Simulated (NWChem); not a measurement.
# CH8Si2 (SMILES [SiH3]C[SiH3]): HF/STO-3G

Aim: the energy change on altering one bond length of CH8Si2 at HF/STO-3G, from 2 runs. 

The results are computed with NWChem 7.3.0.

4 further runs of the same task are left out: 4 that didn't finish.

## (1) The molecule

CH8Si2 has 11 atoms, charge 0, and is taken as a singlet. SMILES: `[SiH3]C[SiH3]`. The coordinates come from a PBE0-D4/def2-TZVP relaxation.

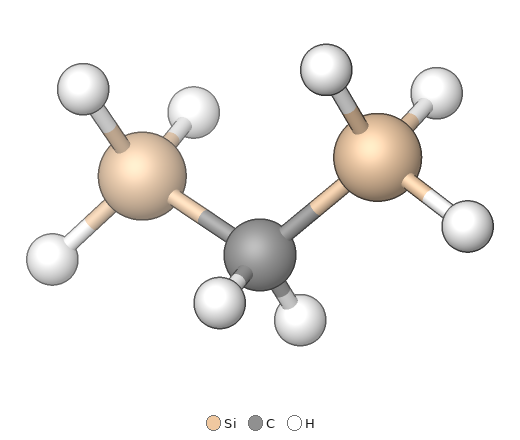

The structure, seen from a chosen angle (silicon light orange, carbon grey, hydrogen white).

## (2) Energy and forces at HF/STO-3G

File sp.nw:

```
echo
start sp
memory 2200 mb

geometry units angstrom noautosym nocenter noautoz
  Si      -1.158980       1.034720      -0.344660
  C       -0.286340      -0.621440      -0.365590
  Si       1.335180      -0.652340       0.569590
  H       -2.435800       0.976800      -1.106490
  H       -0.293510       2.078920      -0.955560
  H       -1.463790       1.436810       1.054620
  H       -0.954100      -1.377620       0.060730
  H       -0.099440      -0.908830      -1.405770
  H        1.110650      -0.304370       1.998260
  H        2.282060       0.336720      -0.011600
  H        1.964060      -1.999380       0.506460
end

basis spherical bse
  * library STO-3G
end

scf
  thresh 1e-08
  maxiter 80
  print medium
end

task scf gradient
```

The run is started by

```bash
nwchem sp.nw > sp.out
```

The log of the run:

```text
[...]
  functions       =    31
[...]
  wavefunction    = RHF
[...]
         Total SCF energy =   -613.281285583397
      One-electron energy =  -1153.847901094574
      Two-electron energy =    389.036653873967
 Nuclear repulsion energy =    151.529961637210
        Time for solution =      1.3s
[...]
                         RHF ENERGY GRADIENTS
    atom               coordinates                        gradient
                 x          y          z           x          y          z
   1 Si     -2.190155   1.955337  -0.651313    0.014619  -0.026868  -0.000068
   2 C      -0.541104  -1.174351  -0.690865    0.001528   0.003334   0.001968
   3 Si      2.523124  -1.232744   1.076369   -0.026544   0.000974  -0.015158
   4 H      -4.602995   1.845884  -2.090963   -0.028848  -0.000943  -0.017094
   5 H      -0.554653   3.928589  -1.805747    0.019511   0.023466  -0.013855
   6 H      -2.766162   2.715177   1.992943   -0.006917   0.008962   0.031543
   7 H      -1.802988  -2.603324   0.114763   -0.007090  -0.007133   0.006178
   8 H      -0.187914  -1.717440  -2.656520    0.003091  -0.001555  -0.011301
   9 H       2.098824  -0.575176   3.776164   -0.005137   0.007763   0.032198
  10 H       4.312468   0.636309  -0.021921    0.021322   0.022241  -0.013196
  11 H       3.711535  -3.778280   0.957071    0.014463  -0.030240  -0.001215
[...]
```

Run time: 2.3 s. Hardware: 1 thread of Intel Xeon 6975P-C (Granite Rapids), shared host; peak memory 0.094 GiB.

## (3) The distorted shape: the energy at HF/STO-3G

File run.py:

```python
from ase import Atoms
from ase.calculators.nwchem import NWChem

mol = Atoms('SiCSiHHHHHHHH', positions=[
    [-0.793215, 0.552222, -2.023762],
    [0.079425, -1.103938, -2.044692],
    [1.700945, -1.134838, -1.109512],
    [-2.070035, 0.494302, -2.785592],
    [0.072255, 1.596422, -2.634662],
    [-1.463790, 1.436810, 1.054620],
    [-0.588335, -1.860118, -1.618372],
    [0.266325, -1.391328, -3.084872],
    [1.476415, -0.786868, 0.319158],
    [2.647825, -0.145778, -1.690702],
    [2.329825, -2.481878, -1.172642],
])

calc = NWChem(
    label='ch8si2',
    theory='scf',
    memory='2200 mb',
    basis='STO-3G',
    basispar='spherical bse',
    scf={'nopen': '0', 'rhf': None, 'thresh': '1e-08', 'maxiter': '80'},
    task='energy',
)
mol.calc = calc

print(f"energy = {mol.get_potential_energy():.6f} eV")
print("dipole (e A):", mol.get_dipole_moment().round(4))
```

The run is started by

```bash
export ASE_NWCHEM_COMMAND="nwchem PREFIX.nwi > PREFIX.nwo"
python run.py
```

The log of the run:

```text
energy = -16679.037757 eV
dipole (e A): [ 0.0978 -0.2124 -0.4618]
```

The calculator wrote ch8si2.nwi:

```
title "ch8si2"

permanent_dir ch8si2

scratch_dir ch8si2

start ch8si2

geometry units angstrom nocenter noautosym noautoz
  Si -7.9321500000000000e-01 5.5222199999999999e-01 -2.0237620000000001e+00
  C  7.9424999999999996e-02 -1.1039380000000001e+00 -2.0446920000000000e+00
  Si 1.7009449999999999e+00 -1.1348380000000000e+00 -1.1095120000000001e+00
  H  -2.0700349999999998e+00 4.9430200000000002e-01 -2.7855919999999998e+00
  H  7.2255000000000000e-02 1.5964220000000000e+00 -2.6346620000000001e+00
  H  -1.4637899999999999e+00 1.4368099999999999e+00 1.0546199999999999e+00
  H  -5.8833500000000005e-01 -1.8601179999999999e+00 -1.6183719999999999e+00
  H  2.6632499999999998e-01 -1.3913279999999999e+00 -3.0848719999999998e+00
  H  1.4764150000000000e+00 -7.8686800000000001e-01 3.1915800000000000e-01
  H  2.6478250000000001e+00 -1.4577799999999999e-01 -1.6907019999999999e+00
  H  2.3298250000000000e+00 -2.4818780000000000e+00 -1.1726420000000000e+00
end

memory 2200 mb

basis spherical bse noprint
   * library STO-3G
end

scf
  nopen 0
  rhf
  thresh 1e-08
  maxiter 80
end

task scf energy
```

ch8si2.nwo:

```text
Northwest Computational Chemistry Package (NWChem) 7.3.0
             --------------------------------------------------------

           Job information
           ---------------

    nwchem branch   = 7.3.0
    use scalapack   = T
    input           = ch8si2.nwi
    prefix          = ch8si2.
    data base       = ch8si2/ch8si2.db
    status          = startup
    nproc           =        1

           Memory information
           ------------------

    heap     =     72089600 doubles =      550.0 Mbytes
    stack    =     72089597 doubles =      550.0 Mbytes
    global   =    144179200 doubles =     1100.0 Mbytes (distinct from heap & stack)
    total    =    288358397 doubles =     2200.0 Mbytes
    verify   = yes
    hardfail = no

           Directory information
           ---------------------

  0 permanent = ch8si2
  0 scratch   = ch8si2

                                NWChem Input Module
                                -------------------

                                      ch8si2
                                      ------

 Scaling coordinates for geometry "geometry" by  1.889725989
 (inverse scale =  0.529177249)

                             Geometry "geometry" -> ""
                             -------------------------

 Output coordinates in angstroms (scale by  1.889725989 to convert to a.u.)

  No.       Tag          Charge          X              Y              Z
 ---- ---------------- ---------- -------------- -------------- --------------
    1 Si                  14.0000    -0.79321500     0.55222200    -2.02376200
    2 C                    6.0000     0.07942500    -1.10393800    -2.04469200
    3 Si                  14.0000     1.70094500    -1.13483800    -1.10951200
[... 7 lines of this table left out ...]
   11 H                    1.0000     2.32982500    -2.48187800    -1.17264200

      Atomic Mass
      -----------

[... 6 lines left out ...]
            Nuclear Dipole moment (a.u.)
[... 97 lines left out ...]
         Quadratically convergent ROHF
[... 1 line left out ...]
 Convergence threshold     :          1.000E-08
[... 1 line left out ...]
 Final Fock-matrix accuracy:          1.000E-10
[... 13 lines left out ...]
       Final RHF  results
[... 2 lines left out ...]
         Total SCF energy =   -612.943337098853
      One-electron energy =  -1145.406426842696
      Two-electron energy =    384.896137275217
 Nuclear repulsion energy =    147.566952468626
[... 3 lines left out ...]
             Final eigenvalues
[... 35 lines left out ...]
                       ROHF Final Molecular Orbital Analysis
[... 153 lines left out ...]
  ----- ------------  ---------------      ----- ------------  ---------------
    27     -1.014289   7 H  s                11      0.957615   2 C  s
    13     -0.758923   2 C  py               28     -0.651937   8 H  s
    12     -0.434710   2 C  px               22      0.226768   3 Si py
     7      0.211619   1 Si px               14     -0.189164   2 C  pz

 center of mass
 --------------
 x =   0.72191740 y =  -0.81315343 z =  -3.08007432

 moments of inertia (a.u.)
 ------------------
         328.829204766975         230.359728723160        -124.633173376447
         230.359728723160         496.195003077286          57.419459283590
        -124.633173376447          57.419459283590         612.302530410257

  Mulliken analysis of the total density
  --------------------------------------

    Atom       Charge   Shell Charges
 -----------   ------   -------------------------------------------------------
    1 Si  14    13.35   2.00  1.99  5.89  1.30  2.17
    2 C    6     6.46   1.99  1.28  3.19
    3 Si  14    13.31   2.00  1.99  5.89  1.18  2.25
[... 7 lines of this table left out ...]
   11 H    1     1.16   1.16

       Multipole analysis of the density wrt the origin
       ------------------------------------------------

     L   x y z        total         open         nuclear
     -   - - -        -----         ----         -------
     0   0 0 0     -0.000000      0.000000     42.000000

     1   1 0 0      0.184898      0.000000     29.962087
[... 8 lines of this table left out ...]
     2   0 0 2    -23.975054      0.000000    471.171878

 Task  times  cpu:        2.2s     wall:        2.2s
 Total times  cpu:        2.2s     wall:        2.2s
```

Wall time 3.9 s (1 thread of Intel Xeon 6975P-C (Granite Rapids), shared host); peak memory 0.096 GiB.

## (4) Outcome

At HF/STO-3G:

```
                                                          quantity          value
                                         first shape: total energy  -613.28129 Eh
                                        first shape: dipole moment         0.34 D
                                          first shape: HOMO energy       -9.71 eV
                                          first shape: LUMO energy       12.98 eV
                                        first shape: HOMO–LUMO gap       22.69 eV
                             first shape: largest force on an atom     1.725 eV/Å
                                     distorted shape: total energy  -612.94334 Eh
                                    distorted shape: dipole moment         2.49 D
                                      distorted shape: HOMO energy       -3.83 eV
                                      distorted shape: LUMO energy        2.48 eV
                                    distorted shape: HOMO–LUMO gap        6.32 eV
energy change with the Si1–H6 bond stretched from 1.487 to 3.272 Å       9.196 eV
```

One bond (distorted shape) is far stretched, which a spin-restricted single reference describes badly; a broken-symmetry solution may lie lower. With the Si1–H6 bond stretched from 1.487 to 3.272 Å the energy rises by 9.20 eV (212 kcal/mol). The first shape isn't relaxed at this level, so the change isn't measured from a minimum. A restricted reference can't describe the breaking bond well at this length. The minimal basis adds a large error of its own. The largest force (first shape) is 1.72 eV/Å: the shape isn't a stationary point for this species at this level. Mulliken charges (distorted shape) run from -0.46 on C2 to +0.69 on Si3.
